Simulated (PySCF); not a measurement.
Breaking a bond: SMILES C=N. The C1–N4 bond (C1 also carries H, H; N4 carries H) is pulled apart rigidly from the PBE0/def2-TZVP optimised geometry.

```
5

C      0.0000     0.0000     0.0000
H      0.0000     0.9564    -0.5265
H      0.0009    -0.8989    -0.6273
N      0.0000     0.0000     1.2606
H      0.0009    -0.9532     1.6257
```

- RMP2 = PySCF 2.14.0 with MP2 on RHF/cc-pVDZ, 2 core orbitals frozen
- UKS-BLYP = unrestricted BLYP/cc-pVDZ (PySCF 2.14.0)
- RKS-BLYP = restricted BLYP/cc-pVDZ (PySCF 2.14.0)

Energies are in kcal/mol, each relative to the lowest point of its own curve near equilibrium.

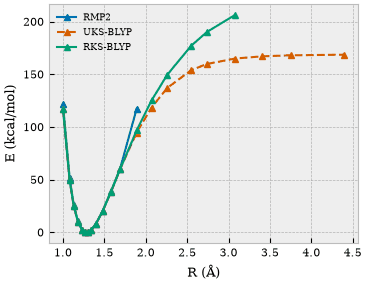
Fig. 1. Energy against bond length for each method.

| R / Å | RMP2 | UKS-BLYP | RKS-BLYP |
|---|---|---|---|
| 1.00 | 121.8 | 116.7 | 116.7 |
| 1.08 | 51.8 | 49.4 | 49.4 |
| 1.13 | 26.2 | 24.9 | 24.9 |
| 1.18 | 10.5 | 10.0 | 10.0 |
| 1.23 | 2.4 | 2.2 | 2.2 |
| 1.26 | 0.3 | 0.2 | 0.2 |
| 1.30 | 0.0 | 0.0 | 0.0 |
| 1.34 | 2.0 | 2.0 | 2.0 |
| 1.40 | 8.3 | 8.2 | 8.2 |
| 1.48 | 20.5 | 20.2 | 20.2 |
| 1.58 | 38.8 | 38.4 | 38.4 |
| 1.69 | 60.4 | 59.8 | 59.8 |
| 1.89 | 117.1 | 94.6 | 96.7 |
| 2.07 | — | 118.4 | 125.1 |
| 2.26 | — | 137.0 | 149.5 |
| 2.55 | — | 153.9 | 177.1 |
| 2.74 | — | 159.7 | 190.2 |
| 3.08 | — | 164.9 | 206.3 |
| 3.41 | — | 167.0 | — |
| 3.75 | — | 168.0 | — |
| 4.40 | — | 168.5 | — |

A dash means that the run gave no value there, or that the column was ended at a point which the program doubted or which failed a test of continuity chosen for this set; such a test can also cut sound points.

The restricted form behind RMP2, RKS-BLYP keeps the bonding electrons paired and can't separate into open-shell fragments. The T1 diagnostic of CCSD on the restricted reference of RMP2 exceeds 0.045 at 1.89 to 2.55 Å. The unrestricted solution behind UKS-BLYP changes between 2.26 and 2.55 Å, which can leave a kink. The unrestricted determinant behind UKS-BLYP is spin-contaminated at 1.89 to 4.40 Å (<S²> up to 2.0, against 0.00 for a pure singlet).
